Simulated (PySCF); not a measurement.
# Cu⁺: interval between two levels with spin-orbit coupling

Wanted: the interval between two levels of copper, up a ladder of methods.

The numbers are computed with PySCF 2.14.0 (two-component X2C-1e, generalised determinants), except any that are marked as measured or tabulated.

## 1. What is computed

| Quantity | Value |
| --- | --- |
| Element | copper (Z = 29) |
| Basis | x2c-TZVPall-2c (6s7p4d1f, 54 functions) |
| Hamiltonian | two-component X2C-1e, Gaussian nucleus, no Breit or QED terms; spin-orbit coupling, run by run: off; screened by Boettger's factors |
| Core shells frozen in the correlated runs | [Ne] (for Cu⁺) |
| State 1 | Cu⁺ 3d10 1S0: [Ar] 3d10 |
| State 2 | Cu⁺ 3d9 4s1 3D3: [Ar] 3d9 4s1; 3d3/2 filled at m_j = -3/2, -1/2, +1/2, +3/2; 3d5/2 filled at m_j = -3/2, -1/2, +1/2, +3/2, +5/2; 4s1/2 filled at m_j = +1/2 |
| Methods | GHF, GMP2 |

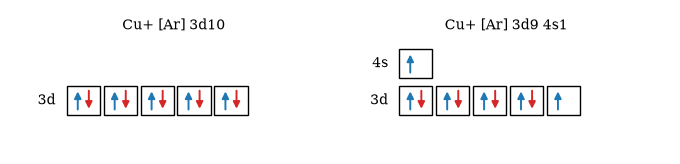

Outer shells as boxes.

A driver program built on PySCF's X2C-1e integrals ran all steps in one process from the settings above; there is no separate input file.

The driver's launch:

```bash
> OMP_NUM_THREADS=1 python sorun2.py TASK.json OUT
```

The integrals over 54 functions and the set-up took 0.5 s of CPU time.

## 2. Cu⁺ 3d10 1S0

GHF (spin-free):

Log:

```text
cycle= 1 E= -1652.8682838460  delta_E= -1.65e+03  |FDS-SDF|= 0.00012
cycle= 2 E= -1652.8682838270  delta_E= 1.89e-08  |FDS-SDF|= 0.000118
cycle= 3 E= -1652.8682839007  delta_E= -7.37e-08  |FDS-SDF|= 1.87e-05
cycle= 4 E= -1652.8682839027  delta_E= -2e-09  |FDS-SDF|= 7.19e-07
cycle= 5 E= -1652.8682839027  delta_E= -9.09e-13  |FDS-SDF|= 1.26e-08
```

Time after the integrals: 0.38 s (1 thread of Neoverse-V1, shared host).

Occupied spinors (without spin-orbit coupling the j labels only name the start):

| spinor shell | electrons | mean energy (eV) | weight of the nominal j | rms radius (bohr) |
| --- | --- | --- | --- | --- |
| 1s1/2 | 2 | -9056.2 | 1.000 | 0.0601 |
| 2s1/2 | 2 | -1142.1 | 1.000 | 0.254 |
| 2p3/2 | 4 | -982.74 | 0.830 | 0.228 |
| 2p1/2 | 2 | -982.74 | 0.660 | 0.228 |
| 3s1/2 | 2 | -148.97 | 1.000 | 0.767 |
| 3p3/2 | 4 | -100.29 | 0.834 | 0.819 |
| 3p1/2 | 2 | -100.29 | 0.669 | 0.819 |
| 3d3/2 | 4 | -21.882 | 0.721 | 1.14 |
| 3d5/2 | 6 | -21.882 | 0.814 | 1.14 |

M_J = 0, ⟨J²⟩ = 0.000, ⟨L²⟩ = 0.000, ⟨S²⟩ = 0.000.

GMP2 (spin-free):

No log was kept for this step.

It took 0.36 s on 1 thread of Neoverse-V1, shared host, the integrals not counted.

With 18 electrons correlated and 6 very high virtual spinors dropped, the MP2 correlation energy is -0.67004 hartree. Largest pairs: 3d3/2-3d5/2 -0.1923, 3d5/2-3d5/2 -0.1324, 3d5/2-3p3/2 -0.0704, 3d3/2-3d3/2 -0.0562, 3d3/2-3p3/2 -0.0473.

GHF (screened spin-orbit):

Log:

```text
cycle= 1 E= -1652.9089349243  delta_E= -1.65e+03  |FDS-SDF|= 0.00612
cycle= 2 E= -1652.9091217949  delta_E= -0.000187  |FDS-SDF|= 0.000896
cycle= 3 E= -1652.9091331336  delta_E= -1.13e-05  |FDS-SDF|= 0.000255
cycle= 4 E= -1652.9091347693  delta_E= -1.64e-06  |FDS-SDF|= 5.45e-05
cycle= 5 E= -1652.9091348155  delta_E= -4.62e-08  |FDS-SDF|= 5.08e-05
cycle= 6 E= -1652.9091348324  delta_E= -1.69e-08  |FDS-SDF|= 7.81e-07
cycle= 7 E= -1652.9091348324  delta_E= -2.25e-11  |FDS-SDF|= 4.06e-08
```

It took 0.46 s on 1 thread of Neoverse-V1, shared host, the integrals not counted.

The outer occupied spinors:

| spinor shell | electrons | mean energy (eV) | weight of the nominal j | rms radius (bohr) |
| --- | --- | --- | --- | --- |
| 2s1/2 | 2 | -1142.1 | 1.000 | 0.254 |
| 2p1/2 | 2 | -996.84 | 1.000 | 0.226 |
| 2p3/2 | 4 | -975.89 | 1.000 | 0.229 |
| 3s1/2 | 2 | -148.97 | 1.000 | 0.767 |
| 3p1/2 | 2 | -102.19 | 1.000 | 0.812 |
| 3p3/2 | 4 | -99.370 | 1.000 | 0.823 |
| 3d3/2 | 4 | -22.099 | 1.000 | 1.13 |
| 3d5/2 | 6 | -21.740 | 1.000 | 1.15 |

M_J = 0, ⟨J²⟩ = 0.000, ⟨L²⟩ = 0.002, ⟨S²⟩ = 0.002.

GMP2 (screened spin-orbit):

The driver printed no log here.

It took 0.3 s on 1 thread of Neoverse-V1, shared host, the integrals not counted.

With 18 electrons correlated and 6 very high virtual spinors dropped, the MP2 correlation energy is -0.67003 hartree. Largest pairs: 3d3/2-3d5/2 -0.1935, 3d5/2-3d5/2 -0.1323, 3d5/2-3p3/2 -0.0700, 3d3/2-3d3/2 -0.0552, 3d3/2-3p3/2 -0.0482.

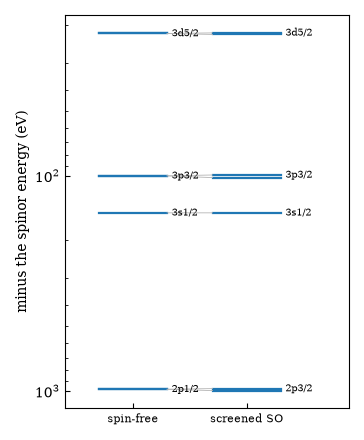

The highest 7 spinor levels of Cu⁺ 3d10 1S0 on a logarithmic scale, without and with spin-orbit coupling.

## 3. Cu⁺ 3d9 4s1 3D3

GHF (spin-free):

Log:

```text
cycle= 1 E= -1652.8332538187  delta_E= -1.65e+03  |FDS-SDF|= 0.0231
cycle= 2 E= -1652.8367097591  delta_E= -0.00346  |FDS-SDF|= 0.011
cycle= 3 E= -1652.8374702842  delta_E= -0.000761  |FDS-SDF|= 0.00551
cycle= 4 E= -1652.8377120997  delta_E= -0.000242  |FDS-SDF|= 0.000423
cycle= 5 E= -1652.8377238168  delta_E= -1.17e-05  |FDS-SDF|= 3.98e-05
cycle= 6 E= -1652.8377238984  delta_E= -8.16e-08  |FDS-SDF|= 5.89e-06
cycle= 7 E= -1652.8377238992  delta_E= -8.7e-10  |FDS-SDF|= 1.63e-06
```

It took 0.48 s on 1 thread of Neoverse-V1, shared host, the integrals not counted.

Occupied spinors (without spin-orbit coupling the j labels only name the start):

| spinor shell | electrons | mean energy (eV) | weight of the nominal j | rms radius (bohr) |
| --- | --- | --- | --- | --- |
| 1s1/2 | 2 | -9063.1 | 1.000 | 0.0601 |
| 2s1/2 | 2 | -1149.8 | 1.000 | 0.254 |
| 2p3/2 | 4 | -989.92 | 0.833 | 0.228 |
| 2p1/2 | 2 | -990.83 | 0.667 | 0.228 |
| 3s1/2 | 2 | -156.15 | 1.000 | 0.762 |
| 3p3/2 | 4 | -106.25 | 0.833 | 0.812 |
| 3p1/2 | 2 | -108.42 | 0.667 | 0.810 |
| 3d5/2 | 5 | -28.644 | 0.760 | 1.05 |
| 3d3/2 | 4 | -29.419 | 0.700 | 1.04 |
| 4s1/2 | 1 | -16.561 | 1.000 | 2.79 |

M_J = 3, ⟨J²⟩ = 12.005, ⟨L²⟩ = 6.005, ⟨S²⟩ = 2.000.

GMP2 (spin-free):

No log was kept for this step.

It took 0.31 s on 1 thread of Neoverse-V1, shared host, the integrals not counted.

With 18 electrons correlated and 6 very high virtual spinors dropped, the MP2 correlation energy is -0.55909 hartree. Largest pairs: 3d3/2-3d5/2 -0.1388, 3d5/2-3d5/2 -0.0804, 3d5/2-3p3/2 -0.0666, 3d3/2-3p3/2 -0.0501, 3d3/2-3d3/2 -0.0496.

GHF (screened spin-orbit):

Log:

```text
cycle= 1 E= -1652.8777490986  delta_E= -1.65e+03  |FDS-SDF|= 0.0238
cycle= 2 E= -1652.8815289935  delta_E= -0.00378  |FDS-SDF|= 0.011
cycle= 3 E= -1652.8822882171  delta_E= -0.000759  |FDS-SDF|= 0.0058
cycle= 4 E= -1652.8825518594  delta_E= -0.000264  |FDS-SDF|= 0.000485
cycle= 5 E= -1652.8825646111  delta_E= -1.28e-05  |FDS-SDF|= 4.46e-05
cycle= 6 E= -1652.8825646904  delta_E= -7.93e-08  |FDS-SDF|= 6.88e-06
cycle= 7 E= -1652.8825646917  delta_E= -1.26e-09  |FDS-SDF|= 1.58e-06
```

Time after the integrals: 0.48 s (1 thread of Neoverse-V1, shared host).

The outer occupied spinors:

```
spinor shell  electrons  mean energy (eV)  weight of the nominal j  rms radius (bohr)
       2p1/2          2           -1004.6                    0.999              0.226
       2p3/2          4           -983.21                    1.000              0.229
       3s1/2          2           -156.13                    1.000              0.762
       3p1/2          2           -110.01                    0.947              0.804
       3p3/2          4           -105.47                    0.973              0.815
       3d3/2          4           -29.641                    0.814               1.04
       3d5/2          5           -28.473                    0.851               1.05
       4s1/2          1           -16.561                    1.000               2.79
```

M_J = 3, ⟨J²⟩ = 12.005, ⟨L²⟩ = 6.007, ⟨S²⟩ = 2.002. Rows whose weight is well below 1 mix j = l ± 1/2: exchange competes with spin-orbit coupling there.

GMP2 (screened spin-orbit):

No log was kept for this step.

Time after the integrals: 0.31 s (1 thread of Neoverse-V1, shared host).

With 18 electrons correlated and 6 very high virtual spinors dropped, the MP2 correlation energy is -0.55914 hartree. Largest pairs: 3d3/2-3d5/2 -0.1477, 3d5/2-3d5/2 -0.0758, 3d5/2-3p3/2 -0.0657, 3d3/2-3p3/2 -0.0511, 3d3/2-3d3/2 -0.0452.

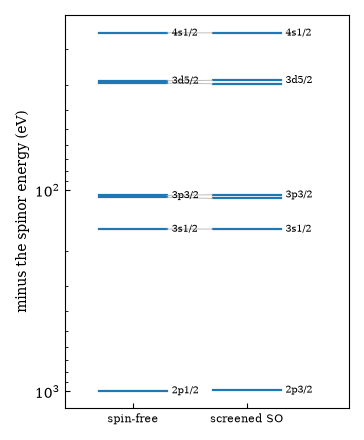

The highest 7 spinor levels of Cu⁺ 3d9 4s1 3D3 on a logarithmic scale, without and with spin-orbit coupling.

## 4. Differences of total energies

Interval between two levels: Cu⁺ [Ar] 3d10 → Cu⁺ [Ar] 3d9 4s1 [3d3/2^4 3d5/2^5 4s1/2^1, M_J = 3].

| method | value (eV) | error (eV) | CPU time, both states (s) |
| --- | --- | --- | --- |
| GHF (spin-free) | 0.832 | -1.887 | 0.86 |
| GMP2 (spin-free) | 3.851 | +1.132 | 1.5 |
| GHF (screened spin-orbit) | 0.723 | -1.996 | 0.94 |
| GMP2 (screened spin-orbit) | 3.741 | +1.022 | 1.6 |

Reference: 2.719 eV (measured; NIST Handbook of Basic Atomic Spectroscopic Data (Sansonetti and Martin, J. Phys. Chem. Ref. Data 34, 1559 (2005))).

Times are CPU seconds on a shared host without the integrals; correlated rows include their Hartree-Fock run.

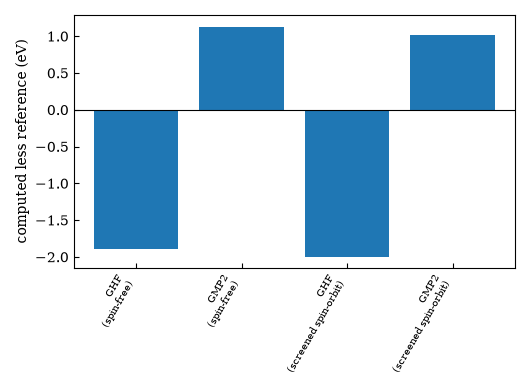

Computed less reference values by method.

## 5. What came out

| quantity | value |
| --- | --- |
| interval between two levels, Cu⁺ → 3d9 4s1 3D3 | GHF (spin-free) 0.832, GMP2 (screened spin-orbit) 3.741 eV; reference 2.719 |

Each level's miss and price (over 1 difference):

```csv
method,mean absolute miss against the measured value (with the measured fine structure taken into account where it is known) (eV),"CPU time, both states (s)"
GHF (spin-free),1.887,0.86
GMP2 (spin-free),1.132,1.5
GHF (screened spin-orbit),1.996,0.94
GMP2 (screened spin-orbit),1.022,1.6
```

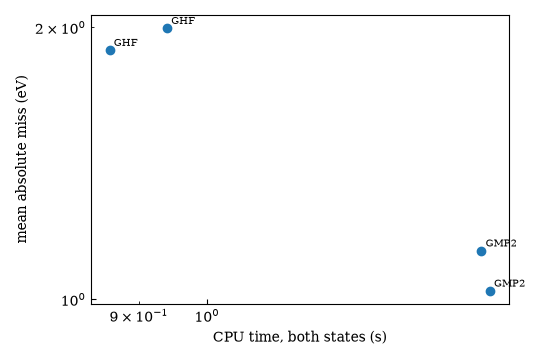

Miss against the measured value (with the measured fine structure taken into account where it is known) and CPU time.

GMP2 (screened spin-orbit) lands nearest to the measured value (off by 1.02 eV); GHF (screened spin-orbit) misses by most (2.00 eV). Spin-orbit coupling moves the difference by -0.110 eV at GMP2. All values hold for this basis alone; no basis-set limit was taken.
